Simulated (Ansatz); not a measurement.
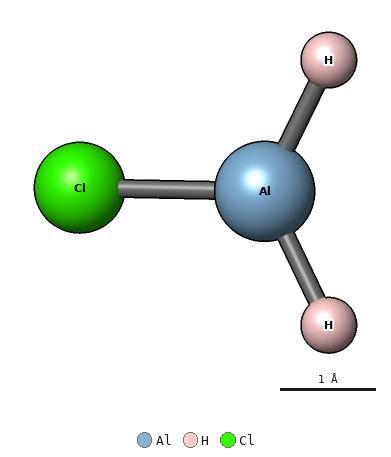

Figure 1. The structure as given in the input (ball-and-stick view, seen at a tilt). Sticks mark near contacts.

**AlH₂Cl: single-point calculation**

System: AlH₂Cl.
Method: RKS SPW92 (LDA)/def2-TZVPP (Ansatz 0.2.0).

The geometry comes from this level: PBE0-D4/def2-TZVP.

Output
```
Functional definition: SPW92
  name "SPW92"
  cite "Dirac, Proc. Camb. Phil. Soc. 26, 376 (1930) doi:10.1017/S0305004100016108"
  cite "Slater, Phys. Rev. 81, 385 (1951) doi:10.1103/PhysRev.81.385"
  cite "Perdew & Wang, Phys. Rev. B 45, 13244 (1992) doi:10.1103/PhysRevB.45.13244"
  exchange = slater_x
  correlation = pw_c
681 factors; their error is unknown
mean field evaluation 1: about -19083.0895 eV, gradient 1.9e1 eV
mean field evaluation 2: about -19083.4188 eV, gradient 2.0e1 eV
mean field evaluation 4: about -19084.2479 eV, gradient 1.5e0 eV
mean field evaluation 8: about -19084.2540 eV, gradient 4.1e-2 eV
mean field -19084.24211449 eV, -701.3329619435 hartree, gradient 4.2e-5 eV, S^2 0.000000; 0 other end points of the search recorded, 0 dependent functions left out
reference -19084.24214983 eV, -701.3329632422 hartree; 16, 16 occupied and 96, 96 virtual orbitals, 681 factors
Total energy: -19084.24214983 eV, -701.3329632422 hartree
```

This output came from the following input.

Input file
```yaml
crystal:
  periodic: [false, false, false]
  atoms:
    - {symbol: Al, position_ang: [-0.957328, 1.554781, 1.145745]}
    - {symbol: H, position_ang: [-1.610392, 0.201271, 1.618250]}
    - {symbol: H, position_ang: [-1.506154, 2.466304, -0.016001]}
    - {symbol: Cl, position_ang: [0.775935, 2.192143, 2.139667]}
basis:
  gaussian: {orbitals: def2-TZVPP}
hamiltonian: {xc: lda}
```

Launched with:
```bash
ansatz run in.yaml --threads 4 --pin off --events-out ev --progress --plain --max-ram 9574MiB
```

Key numbers

```tsv
quantity	value
outcome	converged
total energy	−19084.2421 eV
SCF solution under orbital rotations	stable
hardware	4 threads of Arm Neoverse V1, 23 GiB of memory available, shared host
peak memory	0.5 GiB
```
